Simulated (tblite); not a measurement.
# Saddle-point search, with input and output: C₄H₁₀SSi

- system: C₄H₁₀SSi, SMILES C1CSCC[SiH2]1
- method: GFN2-xTB saddle search (eigenvector following) and harmonic vibrations, gas phase (tblite 0.8.0)

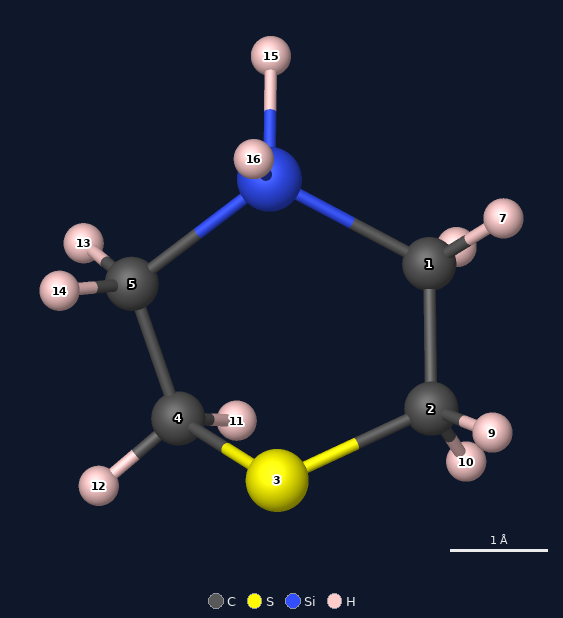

**Figure 1.** The starting structure (ball-and-stick view, seen at a tilt; atoms are numbered from 1 in the order of the input).

**Input**
```
{"job": {"xc": "GFN2-xTB", "basis": "xTB", "kind": "saddle"}, "charge": 0, "multiplicity": 1}
C      1.503932     0.039444    -0.360467
C      1.291928    -0.993966     0.745493
S     -0.282653    -0.863729     1.660911
C     -1.443634    -0.813852     0.258414
C     -1.559991     0.604229    -0.272719
Si     0.162854     1.396137    -0.499593
H      2.468338     0.523415    -0.207428
H      1.577005    -0.479062    -1.317209
H      2.040786    -0.901461     1.531808
H      1.336998    -2.010157     0.348927
H     -1.070574    -1.507384    -0.495261
H     -2.395355    -1.187136     0.637157
H     -2.150726     0.594971    -1.189528
H     -2.114722     1.199934     0.453342
H      0.265610     1.995289    -1.836973
H      0.370206     2.403330     0.543125
```

The first line tells a small driver script what to run in tblite; the rest is the geometry in Å.

Machine: 1 CPU thread, shared host.

Command:
```bash
OMP_NUM_THREADS=1 python <driver script> task.json out
```

**What the program printed**
```
step      E/eV     max force
  0    -506.77008   0.0580
  1    -506.77719   0.1093
  2    -506.77403   0.0380
  3    -506.77686   0.0503
  4    -506.77891   0.0501
  5    -506.77963   0.0787
  6    -506.78069   0.0361
  7    -506.78109   0.0959
  8    -506.78122   0.0149
  9    -506.78178   0.0303
 10    -506.78223   0.0325
 11    -506.78266   0.0177
 12    -506.78278   0.0500
 13    -506.78287   0.0081
 14    -506.78308   0.0164
 15    -506.78325   0.0204
 16    -506.78365   0.0112
 17    -506.78384   0.0325
 18    -506.78378   0.0060
 19    -506.78394   0.0117
 20    -506.78408   0.0141
 21    -506.78423   0.0100
 22    -506.78435   0.0109
 23    -506.78435   0.0064
 24    -506.78436   0.0000
lowest wavenumbers (cm-1): -46.1 76.3 203.3 270.9 351.2 419.2
```

**Trajectory as extended XYZ (Å, eV, eV/Å), 12 frames, from step=0 to step=24**
```
16
Properties=species:S:1:pos:R:3:forces:R:3 step=0 energy=-506.77008
C     1.5039    0.0394   -0.3605   -0.0260   0.0130   0.0140
C     1.2919   -0.9940    0.7455    0.0130  -0.0090   0.0000
S    -0.2827   -0.8637    1.6609    0.0050   0.0380   0.0110
C    -1.4436   -0.8139    0.2584    0.0090   0.0090   0.0030
C    -1.5600    0.6042   -0.2727   -0.0190  -0.0170  -0.0040
Si    0.1629    1.3961   -0.4996    0.0000  -0.0120   0.0360
H     2.4683    0.5234   -0.2074    0.0090   0.0050  -0.0270
H     1.5770   -0.4791   -1.3172   -0.0270  -0.0060  -0.0250
H     2.0408   -0.9015    1.5318    0.0110   0.0040  -0.0330
H     1.3370   -2.0102    0.3489   -0.0090  -0.0060   0.0220
H    -1.0706   -1.5074   -0.4953    0.0120   0.0100  -0.0040
H    -2.3954   -1.1871    0.6372   -0.0060  -0.0050   0.0110
H    -2.1507    0.5950   -1.1895    0.0400   0.0200  -0.0370
H    -2.1147    1.1999    0.4533   -0.0470  -0.0260  -0.0190
H     0.2656    1.9953   -1.8370    0.0110  -0.0240   0.0330
H     0.3702    2.4033    0.5431    0.0220   0.0050   0.0200
16
Properties=species:S:1:pos:R:3:forces:R:3 step=2 energy=-506.77403
C     1.5058    0.0448   -0.3568   -0.0130   0.0060   0.0010
C     1.2887   -0.9987    0.7378   -0.0020   0.0090  -0.0050
S    -0.2728   -0.8375    1.6688   -0.0010   0.0240   0.0160
C    -1.4398   -0.8097    0.2696    0.0050  -0.0010   0.0040
C    -1.5631    0.6014   -0.2766    0.0020  -0.0070  -0.0060
Si    0.1601    1.3970   -0.4888    0.0030  -0.0020   0.0170
H     2.4669    0.5327   -0.1948    0.0080  -0.0010  -0.0210
H     1.5858   -0.4633   -1.3188   -0.0200  -0.0080  -0.0160
H     2.0515   -0.9344    1.5121    0.0210   0.0070   0.0000
H     1.3014   -2.0109    0.3308   -0.0040  -0.0210   0.0020
H    -1.0613   -1.5065   -0.4781    0.0050  -0.0030   0.0000
H    -2.3884   -1.1865    0.6528   -0.0030  -0.0010   0.0090
H    -2.1327    0.5816   -1.2061    0.0170   0.0000  -0.0340
H    -2.1385    1.1969    0.4326   -0.0300  -0.0010  -0.0120
H     0.2662    1.9827   -1.8314    0.0070   0.0040   0.0230
H     0.3704    2.4104    0.5471    0.0070  -0.0070   0.0210
16
Properties=species:S:1:pos:R:3:forces:R:3 step=4 energy=-506.77891
C     1.5241    0.0639   -0.3525    0.0160  -0.0140  -0.0080
C     1.2821   -1.0101    0.7077    0.0260  -0.0120   0.0080
S    -0.2414   -0.7787    1.6855    0.0110  -0.0010  -0.0180
C    -1.4417   -0.8002    0.3128   -0.0100   0.0060  -0.0070
C    -1.5633    0.5836   -0.3027   -0.0250  -0.0080   0.0010
Si    0.1571    1.3949   -0.4794    0.0000   0.0010   0.0080
H     2.4687    0.5687   -0.1444   -0.0230  -0.0250  -0.0190
H     1.6478   -0.4170   -1.3250   -0.0160   0.0060   0.0230
H     2.0752   -1.0261    1.4562   -0.0310   0.0040  -0.0360
H     1.2125   -2.0065    0.2640    0.0010   0.0450   0.0220
H    -1.0843   -1.5352   -0.4099   -0.0080   0.0120   0.0250
H    -2.3852   -1.1513    0.7333    0.0200   0.0150  -0.0070
H    -2.0891    0.5138   -1.2570    0.0260  -0.0100   0.0200
H    -2.1788    1.2041    0.3512    0.0100  -0.0230  -0.0390
H     0.2695    1.9999   -1.8125    0.0030   0.0150   0.0140
H     0.3470    2.3962    0.5726   -0.0010  -0.0120   0.0140
16
Properties=species:S:1:pos:R:3:forces:R:3 step=6 energy=-506.78069
C     1.5471    0.0868   -0.3426    0.0120  -0.0090  -0.0060
C     1.2754   -1.0211    0.6734    0.0180  -0.0120   0.0030
S    -0.2110   -0.7470    1.6949    0.0060  -0.0010  -0.0100
C    -1.4484   -0.7916    0.3560   -0.0060  -0.0010  -0.0050
C    -1.5581    0.5630   -0.3238   -0.0130  -0.0050  -0.0020
Si    0.1560    1.3912   -0.4812    0.0020   0.0010   0.0050
H     2.4672    0.6070   -0.0733   -0.0160  -0.0170  -0.0140
H     1.7295   -0.3634   -1.3200   -0.0120   0.0040   0.0150
H     2.0864   -1.1186    1.3955   -0.0230   0.0060  -0.0240
H     1.1345   -1.9889    0.1866    0.0040   0.0310   0.0180
H    -1.1281   -1.5676   -0.3407   -0.0070   0.0100   0.0170
H    -2.3876   -1.1009    0.8162    0.0140   0.0100  -0.0040
H    -2.0492    0.4443   -1.2910    0.0150  -0.0060   0.0090
H    -2.2008    1.2083    0.2768    0.0050  -0.0130  -0.0220
H     0.2680    2.0111   -1.8073    0.0020   0.0110   0.0090
H     0.3191    2.3873    0.5804   -0.0010  -0.0070   0.0100
16
Properties=species:S:1:pos:R:3:forces:R:3 step=8 energy=-506.78122
C     1.5534    0.0933   -0.3397    0.0030  -0.0040  -0.0040
C     1.2735   -1.0238    0.6631    0.0060  -0.0030   0.0010
S    -0.2021   -0.7403    1.6969    0.0030   0.0020  -0.0030
C    -1.4504   -0.7889    0.3685   -0.0020   0.0000  -0.0010
C    -1.5559    0.5565   -0.3299   -0.0040  -0.0030  -0.0030
Si    0.1560    1.3904   -0.4814    0.0010   0.0010   0.0040
H     2.4660    0.6164   -0.0531   -0.0040  -0.0080  -0.0100
H     1.7519   -0.3478   -1.3175   -0.0090   0.0000   0.0030
H     2.0882   -1.1436    1.3767   -0.0070   0.0040  -0.0080
H     1.1139   -1.9818    0.1645    0.0020   0.0100   0.0080
H    -1.1429   -1.5771   -0.3198   -0.0040   0.0020   0.0090
H    -2.3879   -1.0842    0.8404    0.0050   0.0060   0.0010
H    -2.0359    0.4233   -1.3004    0.0100  -0.0060   0.0000
H    -2.2067    1.2082    0.2540    0.0000  -0.0050  -0.0140
H     0.2676    2.0147   -1.8053    0.0020   0.0090   0.0080
H     0.3113    2.3847    0.5831   -0.0010  -0.0060   0.0100
16
Properties=species:S:1:pos:R:3:forces:R:3 step=10 energy=-506.78223
C     1.5713    0.1118   -0.3318    0.0120  -0.0090  -0.0030
C     1.2688   -1.0318    0.6330    0.0150  -0.0120   0.0000
S    -0.1768   -0.7233    1.7017    0.0030  -0.0030  -0.0110
C    -1.4574   -0.7814    0.4044   -0.0100  -0.0060  -0.0080
C    -1.5488    0.5373   -0.3480   -0.0180  -0.0050   0.0000
Si    0.1563    1.3883   -0.4809    0.0000   0.0010   0.0040
H     2.4634    0.6424    0.0029   -0.0150  -0.0160  -0.0110
H     1.8140   -0.3032   -1.3115   -0.0090   0.0050   0.0160
H     2.0929   -1.2121    1.3238   -0.0220   0.0070  -0.0200
H     1.0591   -1.9627    0.1016    0.0060   0.0270   0.0170
H    -1.1885   -1.6050   -0.2594   -0.0080   0.0190   0.0210
H    -2.3900   -1.0336    0.9108    0.0220   0.0100  -0.0110
H    -1.9958    0.3626   -1.3282    0.0130  -0.0010   0.0180
H    -2.2235    1.2073    0.1871    0.0110  -0.0180  -0.0190
H     0.2665    2.0267   -1.7981    0.0010   0.0060   0.0060
H     0.2883    2.3768    0.5925    0.0000  -0.0050   0.0050
16
Properties=species:S:1:pos:R:3:forces:R:3 step=13 energy=-506.78287
C     1.5837    0.1258   -0.3248    0.0020  -0.0020  -0.0010
C     1.2650   -1.0372    0.6090    0.0030  -0.0020   0.0000
S    -0.1575   -0.7159    1.7041    0.0010   0.0000  -0.0020
C    -1.4624   -0.7749    0.4315   -0.0020  -0.0010  -0.0010
C    -1.5415    0.5212   -0.3611   -0.0030  -0.0010  -0.0010
Si    0.1569    1.3877   -0.4795    0.0000   0.0010   0.0020
H     2.4598    0.6584    0.0457   -0.0020  -0.0040  -0.0050
H     1.8580   -0.2683   -1.3042   -0.0050   0.0000   0.0010
H     2.0936   -1.2617    1.2801   -0.0040   0.0030  -0.0030
H     1.0201   -1.9440    0.0533    0.0020   0.0040   0.0040
H    -1.2271   -1.6247   -0.2108   -0.0020   0.0030   0.0050
H    -2.3893   -0.9897    0.9634    0.0040   0.0030  -0.0010
H    -1.9601    0.3141   -1.3468    0.0050  -0.0020   0.0020
H    -2.2350    1.2019    0.1334    0.0010  -0.0040  -0.0070
H     0.2651    2.0349   -1.7925    0.0010   0.0040   0.0040
H     0.2710    2.3725    0.5993    0.0000  -0.0030   0.0040
16
Properties=species:S:1:pos:R:3:forces:R:3 step=15 energy=-506.78325
C     1.5949    0.1388   -0.3192    0.0050  -0.0040  -0.0010
C     1.2613   -1.0419    0.5856    0.0060  -0.0060  -0.0010
S    -0.1388   -0.7092    1.7060    0.0000  -0.0020  -0.0060
C    -1.4675   -0.7682    0.4581   -0.0080  -0.0050  -0.0060
C    -1.5333    0.5046   -0.3750   -0.0130  -0.0020  -0.0010
Si    0.1575    1.3879   -0.4761   -0.0010   0.0010   0.0020
H     2.4570    0.6715    0.0831   -0.0060  -0.0070  -0.0060
H     1.8961   -0.2355   -1.2986   -0.0050   0.0010   0.0060
H     2.0937   -1.3067    1.2376   -0.0110   0.0050  -0.0090
H     0.9841   -1.9257    0.0080    0.0040   0.0120   0.0100
H    -1.2664   -1.6439   -0.1616   -0.0050   0.0150   0.0120
H    -2.3883   -0.9440    1.0148    0.0150   0.0050  -0.0090
H    -1.9209    0.2645   -1.3663    0.0080   0.0020   0.0150
H    -2.2469    1.1946    0.0769    0.0100  -0.0140  -0.0110
H     0.2639    2.0465   -1.7835    0.0000   0.0030   0.0030
H     0.2537    2.3666    0.6100    0.0000  -0.0020   0.0020
16
Properties=species:S:1:pos:R:3:forces:R:3 step=17 energy=-506.78384
C     1.6016    0.1484   -0.3197    0.0020  -0.0040   0.0010
C     1.2583   -1.0440    0.5649    0.0040  -0.0070   0.0000
S    -0.1211   -0.7005    1.7077   -0.0010  -0.0030  -0.0080
C    -1.4721   -0.7596    0.4838   -0.0130  -0.0070  -0.0080
C    -1.5222    0.4856   -0.3933   -0.0210  -0.0010  -0.0030
Si    0.1583    1.3913   -0.4641   -0.0040   0.0020   0.0010
H     2.4586    0.6761    0.0989   -0.0020  -0.0040  -0.0030
H     1.9119   -0.2114   -1.3015   -0.0030   0.0000   0.0030
H     2.0939   -1.3385    1.1999   -0.0100   0.0050  -0.0070
H     0.9547   -1.9097   -0.0264    0.0040   0.0100   0.0090
H    -1.3077   -1.6623   -0.1079   -0.0050   0.0220   0.0150
H    -2.3857   -0.8912    1.0644    0.0200   0.0050  -0.0150
H    -1.8661    0.2080   -1.3913    0.0100   0.0060   0.0270
H    -2.2626    1.1807    0.0051    0.0190  -0.0230  -0.0130
H     0.2638    2.0742   -1.7591    0.0000   0.0010   0.0030
H     0.2363    2.3528    0.6385    0.0000  -0.0030  -0.0010
16
Properties=species:S:1:pos:R:3:forces:R:3 step=19 energy=-506.78394
C     1.6002    0.1471   -0.3210    0.0000  -0.0010   0.0000
C     1.2587   -1.0434    0.5668    0.0010  -0.0020   0.0000
S    -0.1225   -0.7006    1.7075    0.0000  -0.0010  -0.0020
C    -1.4718   -0.7598    0.4819   -0.0040  -0.0020  -0.0030
C    -1.5223    0.4863   -0.3930   -0.0070   0.0000  -0.0020
Si    0.1582    1.3917   -0.4631   -0.0020   0.0010   0.0010
H     2.4595    0.6742    0.0934    0.0000  -0.0010  -0.0020
H     1.9064   -0.2147   -1.3032   -0.0020   0.0000   0.0000
H     2.0939   -1.3338    1.2035   -0.0020   0.0020  -0.0020
H     0.9580   -1.9114   -0.0219    0.0010   0.0020   0.0030
H    -1.3054   -1.6609   -0.1105   -0.0020   0.0070   0.0050
H    -2.3856   -0.8931    1.0608    0.0060   0.0020  -0.0040
H    -1.8664    0.2103   -1.3907    0.0050   0.0010   0.0090
H    -2.2623    1.1802    0.0066    0.0060  -0.0080  -0.0060
H     0.2640    2.0757   -1.7574    0.0000   0.0010   0.0020
H     0.2374    2.3520    0.6403    0.0000  -0.0020   0.0010
16
Properties=species:S:1:pos:R:3:forces:R:3 step=21 energy=-506.78423
C     1.6024    0.1518   -0.3232    0.0000   0.0000   0.0000
C     1.2570   -1.0440    0.5556    0.0000  -0.0010   0.0000
S    -0.1127   -0.6956    1.7083    0.0000   0.0000  -0.0020
C    -1.4745   -0.7540    0.4966   -0.0030  -0.0010  -0.0020
C    -1.5144    0.4744   -0.4048   -0.0060   0.0000  -0.0020
Si    0.1584    1.3947   -0.4534   -0.0010   0.0010   0.0000
H     2.4620    0.6747    0.0960    0.0000  -0.0010  -0.0010
H     1.9085   -0.2030   -1.3080   -0.0010   0.0000   0.0000
H     2.0941   -1.3484    1.1832   -0.0010   0.0010  -0.0010
H     0.9430   -1.9032   -0.0388    0.0010   0.0010   0.0010
H    -1.3310   -1.6706   -0.0777   -0.0010   0.0050   0.0040
H    -2.3834   -0.8591    1.0886    0.0050   0.0020  -0.0030
H    -1.8283    0.1751   -1.4058    0.0030   0.0020   0.0080
H    -2.2717    1.1688   -0.0403    0.0060  -0.0070  -0.0040
H     0.2638    2.0965   -1.7381    0.0000   0.0000   0.0020
H     0.2269    2.3417    0.6619    0.0000  -0.0010   0.0000
16
Properties=species:S:1:pos:R:3:forces:R:3 step=24 energy=-506.78436
C     1.5960    0.1463   -0.3326    0.0000   0.0000   0.0000
C     1.2588   -1.0405    0.5620    0.0000   0.0000   0.0000
S    -0.1154   -0.6899    1.7088    0.0000   0.0000   0.0000
C    -1.4742   -0.7526    0.4937    0.0000   0.0000   0.0000
C    -1.5120    0.4737   -0.4105    0.0000   0.0000   0.0000
Si    0.1584    1.3982   -0.4427    0.0000   0.0000   0.0000
H     2.4689    0.6649    0.0634    0.0000   0.0000   0.0000
H     1.8770   -0.2174   -1.3216    0.0000   0.0000   0.0000
H     2.0968   -1.3289    1.1958    0.0000   0.0000   0.0000
H     0.9536   -1.9109   -0.0206    0.0000   0.0000   0.0000
H    -1.3287   -1.6705   -0.0775    0.0000   0.0000   0.0000
H    -2.3841   -0.8565    1.0838    0.0000   0.0000   0.0000
H    -1.8131    0.1712   -1.4141    0.0000   0.0000   0.0000
H    -2.2764    1.1648   -0.0558    0.0000   0.0000   0.0000
H     0.2661    2.1180   -1.7171    0.0000   0.0000   0.0000
H     0.2283    2.3299    0.6850    0.0000   0.0000   0.0000
```

**Results in brief**

| quantity | value |
| --- | --- |
| outcome | converged |
| total energy | −506.7844 eV |
| point group | Cs |
| wall time | 7.1 s |
| peak memory | 0.2 GiB |
